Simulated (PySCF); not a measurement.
# UB3LYP/STO-3G run of BSiH3 (SMILES B[SiH])

Aim: the energy change on altering one bond length of BSiH3 at UB3LYP/STO-3G, from 2 runs. Input form: a Python script.

The results are computed with PySCF 2.14.0.

13 further runs of the same task are left out: 1 that didn't finish, 12 set aside as unsound or not needed.

### 1 The structure to begin with

The species is BSiH3 (5 atoms), meant as a triplet with charge 0. SMILES: `B[SiH]`. The shape is that of a GFN2-xTB optimisation.

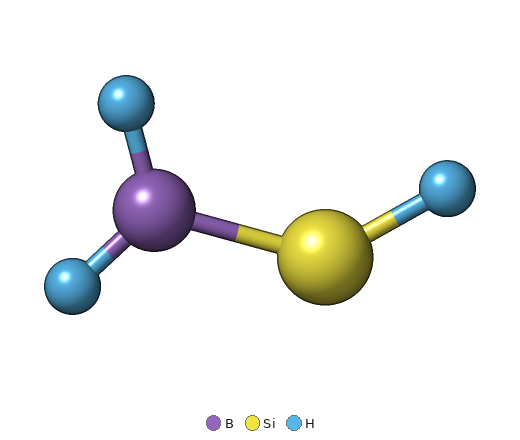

Viewed from a chosen angle; boron purple, silicon yellow, hydrogen blue.

### 2 A single-point energy at UB3LYP/STO-3G

File run.py:

```python
from pyscf import gto, dft

mol = gto.M(
    atom='''
B     -0.390663    -1.338247     0.239372
Si     1.437666     1.567433    -0.662236
H     -2.463617    -1.173047     1.038442
H      0.498113    -3.363221     0.018992
H      0.918482     4.307064    -0.634570
''',
    unit='bohr',
    basis='sto-3g',
    spin=2,
    max_memory=1860,
    verbose=4,
)

mf = dft.UKS(mol, xc='b3lyp')
mf.grids.level = 5
mf.conv_tol = 1e-10
mf.kernel()
if not mf.converged:
    mf = mf.newton().run(mf.mo_coeff, mf.mo_occ)

e_tot = mf.e_tot
print('E = %.10f Eh' % e_tot)
```

Launch:

```sh
$ OMP_NUM_THREADS=1 python run.py
```

The program printed:

```text
PySCF version 2.14.0

[INPUT] num. atoms = 5
[INPUT] num. electrons = 22
[INPUT] charge = 0
[INPUT] spin (= nelec alpha-beta = 2S) = 2
[INPUT] symmetry False subgroup None
[INPUT] Mole.unit = bohr
[INPUT] Symbol           X                Y                Z      unit          X                Y                Z       unit  Magmom
[INPUT]  1 B     -0.206729956750  -0.708169814982   0.126670207332 AA   -0.390663000000  -1.338247000000   0.239372000000 Bohr   0.0
[INPUT]  2 Si     0.760780084115   0.829449823244  -0.350440199451 AA    1.437666000000   1.567433000000  -0.662236000000 Bohr   0.0
[INPUT]  3 H     -1.303689972835  -0.620749739738   0.549519841262 AA   -2.463617000000  -1.173047000000   1.038442000000 Bohr   0.0
[INPUT]  4 H      0.263590048063  -1.779739908488   0.010050133590 AA    0.498113000000  -3.363221000000   0.018992000000 Bohr   0.0
[INPUT]  5 H      0.486039743040   2.279200114774  -0.335799982734 AA    0.918482000000   4.307064000000  -0.634570000000 Bohr   0.0

nuclear repulsion = 36.1605388126617
number of shells = 11
number of NR pGTOs = 51
number of NR cGTOs = 17
basis = sto-3g
ecp = {}

******** <class 'pyscf.dft.uks.UKS'> ********
method = UKS
initial guess = minao
damping factor = 0
level_shift factor = 0
DIIS = <class 'pyscf.scf.diis.CDIIS'>
diis_start_cycle = 1
diis_space = 8
diis_damp = 0
SCF conv_tol = 1e-10
SCF conv_tol_grad = None
SCF max_cycles = 50
direct_scf = True
direct_scf_tol = 1e-13
number electrons alpha = 12  beta = 10
XC library pyscf.dft.libxc version 7.0.0
    S. Lehtola, C. Steigemann, M. J.T. Oliveira, and M. A.L. Marques.,  SoftwareX 7, 1–5 (2018)
XC functionals = b3lyp
    P. J. Stephens, F. J. Devlin, C. F. Chabalowski, and M. J. Frisch.,  J. Phys. Chem. 98, 11623 (1994)
radial grids:
    Treutler-Ahlrichs [JCP 102, 346 (1995); DOI:10.1063/1.469408] (M4) radial grids

becke partition: Becke, JCP 88, 2547 (1988); DOI:10.1063/1.454033
pruning grids: <function nwchem_prune>
grids dens level: 5
symmetrized grids: False
atomic radii adjust function: <function treutler_atomic_radii_adjust>
small_rho_cutoff = 0
Set gradient conv threshold to 1e-05
tot grids = 157336
init E= -312.092022507071
[... the frontier-level lines of each cycle are left out ...]


cycle= 1 E= -312.310970144287  delta_E= -0.219  |g|= 0.137  |ddm|= 1.96
cycle= 2 E= -312.30582258941  delta_E= 0.00515  |g|= 0.17  |ddm|= 0.667
cycle= 3 E= -312.333545589436  delta_E= -0.0277  |g|= 0.00978  |ddm|= 0.338
cycle= 4 E= -312.333719266235  delta_E= -0.000174  |g|= 0.00473  |ddm|= 0.0344
cycle= 5 E= -312.33375015838  delta_E= -3.09e-05  |g|= 0.00155  |ddm|= 0.0145
cycle= 6 E= -312.333753397312  delta_E= -3.24e-06  |g|= 0.00036  |ddm|= 0.00501
cycle= 7 E= -312.333753571915  delta_E= -1.75e-07  |g|= 4.6e-05  |ddm|= 0.00121
cycle= 8 E= -312.333753575485  delta_E= -3.57e-09  |g|= 1.06e-05  |ddm|= 0.000139
cycle= 9 E= -312.33375357569  delta_E= -2.05e-10  |g|= 1.56e-06  |ddm|= 4.04e-05
cycle= 10 E= -312.333753575694  delta_E= -3.75e-12  |g|= 4.46e-07  |ddm|= 6.1e-06
Extra cycle  E= -312.333753575695  delta_E= -3.98e-13  |g|= 4.29e-07  |ddm|= 1.8e-06
converged SCF energy = -312.333753575695  <S^2> = 2.0007958  2S+1 = 3.0005305
E = -312.3337535757 Eh
```

Run time: 3.6 s. Hardware: 1 thread of Arm Neoverse V2, shared host; peak memory 0.2 GiB.

### 3 The distorted shape, same level

File run.py:

```python
from pyscf import gto, dft

mol = gto.Mole()
mol.atom = '''
B      1.267719    -1.470409    -0.399893
Si     3.096048     1.435272    -1.301500
H     -2.463617    -1.173047     1.038442
H      2.156495    -3.495383    -0.620272
H      2.576865     4.174902    -1.273834
'''
mol.charge = 0
mol.verbose = 4
mol.spin = 2
mol.basis = 'sto-3g'
mol.unit = 'bohr'
mol.max_memory = 1860
mol.build()

mf = dft.UKS(mol)
mf.xc = 'b3lyp'
mf.grids.level = 5
mf.conv_tol = 1e-10
mf.kernel()
if not mf.converged:
    mf = mf.newton().run(mf.mo_coeff, mf.mo_occ)

e_tot = mf.e_tot
print('Final energy', e_tot)
```

Launch:

```sh
$ OMP_NUM_THREADS=1 python run.py
```

The program printed:

```text
PySCF version 2.14.0

[INPUT] num. atoms = 5
[INPUT] num. electrons = 22
[INPUT] charge = 0
[INPUT] spin (= nelec alpha-beta = 2S) = 2
[INPUT] symmetry False subgroup None
[INPUT] Mole.unit = bohr
[INPUT] Symbol           X                Y                Z      unit          X                Y                Z       unit  Magmom
[INPUT]  1 B      0.670848004650  -0.778106933532  -0.211614262406 AA    1.267719000000  -1.470409000000  -0.399893000000 Bohr   0.0
[INPUT]  2 Si     1.638358045514   0.759513233872  -0.688724140012 AA    3.096048000000   1.435272000000  -1.301500000000 Bohr   0.0
[INPUT]  3 H     -1.303689972835  -0.620749739738   0.549519841262 AA   -2.463617000000  -1.173047000000   1.038442000000 Bohr   0.0
[INPUT]  4 H      1.141168009463  -1.849677027037  -0.328233806972 AA    2.156495000000  -3.495383000000  -0.620272000000 Bohr   0.0
[INPUT]  5 H      1.363618233617   2.209262996224  -0.674083923295 AA    2.576865000000   4.174902000000  -1.273834000000 Bohr   0.0

nuclear repulsion = 34.429568571215
number of shells = 11
number of NR pGTOs = 51
number of NR cGTOs = 17
basis = sto-3g
ecp = {}

******** <class 'pyscf.dft.uks.UKS'> ********
method = UKS
initial guess = minao
damping factor = 0
level_shift factor = 0
DIIS = <class 'pyscf.scf.diis.CDIIS'>
diis_start_cycle = 1
diis_space = 8
diis_damp = 0
SCF conv_tol = 1e-10
SCF conv_tol_grad = None
SCF max_cycles = 50
direct_scf = True
direct_scf_tol = 1e-13
number electrons alpha = 12  beta = 10
XC library pyscf.dft.libxc version 7.0.0
    S. Lehtola, C. Steigemann, M. J.T. Oliveira, and M. A.L. Marques.,  SoftwareX 7, 1–5 (2018)
XC functionals = b3lyp
    P. J. Stephens, F. J. Devlin, C. F. Chabalowski, and M. J. Frisch.,  J. Phys. Chem. 98, 11623 (1994)
radial grids:
    Treutler-Ahlrichs [JCP 102, 346 (1995); DOI:10.1063/1.469408] (M4) radial grids

becke partition: Becke, JCP 88, 2547 (1988); DOI:10.1063/1.454033
pruning grids: <function nwchem_prune>
grids dens level: 5
symmetrized grids: False
atomic radii adjust function: <function treutler_atomic_radii_adjust>
small_rho_cutoff = 0
Set gradient conv threshold to 1e-05
tot grids = 157336
init E= -311.901496942342
[... the frontier-level lines of each cycle are left out ...]


cycle= 1 E= -312.150329453225  delta_E= -0.249  |g|= 0.143  |ddm|= 1.93
cycle= 2 E= -312.063325083462  delta_E= 0.087  |g|= 0.289  |ddm|= 1.04
cycle= 3 E= -312.180728409488  delta_E= -0.117  |g|= 0.0234  |ddm|= 0.742
cycle= 4 E= -312.182008658059  delta_E= -0.00128  |g|= 0.0291  |ddm|= 0.13
cycle= 5 E= -312.183256562522  delta_E= -0.00125  |g|= 0.00947  |ddm|= 0.0717
cycle= 6 E= -312.183889604832  delta_E= -0.000633  |g|= 0.00372  |ddm|= 0.086
cycle= 7 E= -312.18399981552  delta_E= -0.00011  |g|= 0.00126  |ddm|= 0.0458
cycle= 8 E= -312.184007246442  delta_E= -7.43e-06  |g|= 0.00029  |ddm|= 0.0105
cycle= 9 E= -312.184007871373  delta_E= -6.25e-07  |g|= 0.000123  |ddm|= 0.00334
cycle= 10 E= -312.18400791125  delta_E= -3.99e-08  |g|= 1.54e-05  |ddm|= 0.000778
cycle= 11 E= -312.184007911882  delta_E= -6.32e-10  |g|= 4.41e-06  |ddm|= 0.000101
cycle= 12 E= -312.184007911917  delta_E= -3.55e-11  |g|= 2.31e-06  |ddm|= 2.78e-05
Extra cycle  E= -312.184007911917  delta_E= 2.27e-13  |g|= 3.02e-06  |ddm|= 1.12e-05
converged SCF energy = -312.184007911917  <S^2> = 2.1118421  2S+1 = 3.0736572
Final energy -312.1840079119171
```

It took 3.9 s on 1 thread of Arm Neoverse V2, shared host; peak memory 0.2 GiB.

### 4 Summary of results

At UB3LYP/STO-3G:

| quantity | value |
| --- | --- |
| first shape: total energy | -312.33375 Eh |
| first shape: dipole moment | 1.87 D |
| first shape: HOMO energy (highest over α and β) | -3.15 eV |
| first shape: LUMO energy (lowest over α and β) | 0.25 eV |
| first shape: ⟨S²⟩ | 2.001 |
| distorted shape: total energy | -312.18401 Eh |
| distorted shape: dipole moment | 2.11 D |
| distorted shape: HOMO energy (highest over α and β) | -3.23 eV |
| distorted shape: LUMO energy (lowest over α and β) | -0.01 eV |
| distorted shape: ⟨S²⟩ | 2.112 |
| energy change with the B1–H3 bond stretched from 1.179 to 2.122 Å | 4.075 eV |

In words: With the B1–H3 bond stretched from 1.179 to 2.122 Å the energy rises by 4.07 eV (393 kJ/mol). The first shape isn't relaxed at this level, so the change isn't measured from a minimum. The minimal basis adds a large error of its own. ⟨S²⟩ (distorted shape) is 2.11 where a pure triplet has 2.00: the reference is spin-contaminated. Mulliken charges (distorted shape) run from -0.12 on H5 to +0.33 on Si2; they depend strongly on the basis.
